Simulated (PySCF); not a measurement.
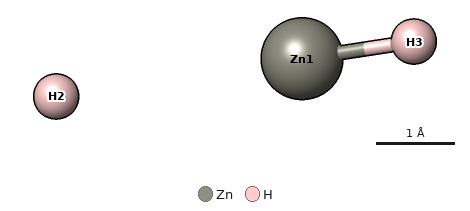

*The structure (ball-and-stick view, seen at a tilt; atoms are numbered from 1 in the order of the input). Sticks mark near contacts.*

Bond lengths as drawn: H–Zn 1.54 Å.

# ZnH2: single-point calculation

- system: ZnH2
- method: PBE0/STO-3G, UKS (PySCF 2.14.0)

A bond length was changed on purpose from its optimised value.

Log
```
WARN: HOMO -0.0705470558923452 >= LUMO -0.0705470474263782

SCF not converged.
SCF energy = -1759.21117054972 after 50 cycles  <S^2> = 1.3603386  2S+1 = 2.5379823

WARN: HOMO 0.0971401193169541 >= LUMO 0.0887160994004224

converged SCF energy = -1759.41165475871  <S^2> = 1.7561735  2S+1 = 2.8327891
<class 'pyscf.soscf.newton_ah.SecondOrderUKS'> wavefunction is stable in the internal stability analysis
E(PBE0) = -1759.411654759
```

The run was set up as follows.

Input file (run.py)
```python
from pyscf import gto, dft

system = gto.M(
    atom='''
Zn  -0.716866  -1.636574  -0.568285
H    0.590600   1.324200   0.465500
H   -1.311066  -2.982374  -1.038285
''',
    basis='sto-3g',
    max_memory=1860,
    verbose=3,
    spin=0,
)

mf = dft.UKS(system)
mf.xc = 'pbe0'
mf.conv_tol = 1e-10
mf.grids.level = 5
mf.kernel()
if not mf.converged:
    mf = mf.newton().run(mf.mo_coeff, mf.mo_occ)
for _ in range(3):
    mo, _, stable, _ = mf.stability(return_status=True)
    if stable:
        break
    mf.kernel(mf.make_rdm1(mo, mf.mo_occ))

e_final = mf.e_tot
print('E(%s) = %.9f' % ('PBE0', e_final))
```

Run as:
```bash
OMP_NUM_THREADS=1 python run.py
```

Key numbers

- outcome: converged
- total energy: −1759.411655 hartree
- basis functions: 20
- ⟨S²⟩: 1.756
- HOMO: −1.96 eV
- LUMO: 0.82 eV
- dipole moment: 0.44 D
- hardware: 1 thread of Intel Xeon (Granite Rapids), 16 GiB of memory available, shared host
- wall time: 52 s
- peak memory: 0.3 GiB

The record of the run, not the program, notes: spin contamination. ⟨S²⟩ is 1.76 against 0.00 for a pure state: the solution is spin-contaminated.
